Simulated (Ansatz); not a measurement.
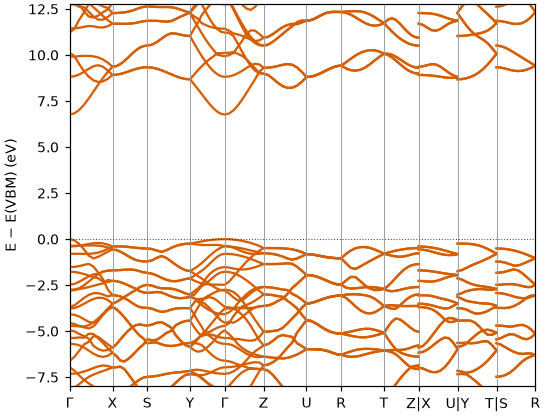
*Band structure from plane-wave PAW r²SCAN (Ansatz code)*

Task: Read off the gap and where the band edges lie.

Result: About 6.8 eV (6.77 eV by a search for the band edges); maximum at Γ, minimum at Γ.

The material is SiO₂ in space group Pbcn (No. 60; Si on 4c, O on 8d).

The workflow started from a Materials Project entry (that database holds measured and hypothetical structures alike); the Crystallography Open Database copy checked does not list it. It is not the phase usual at ambient conditions (space group No. 92, 152, 154). Symmetry was held in the r²SCAN relaxation; of distortions, only those at the zone centre were tested.

Potentials: the earlier of the program's two PAW sets.
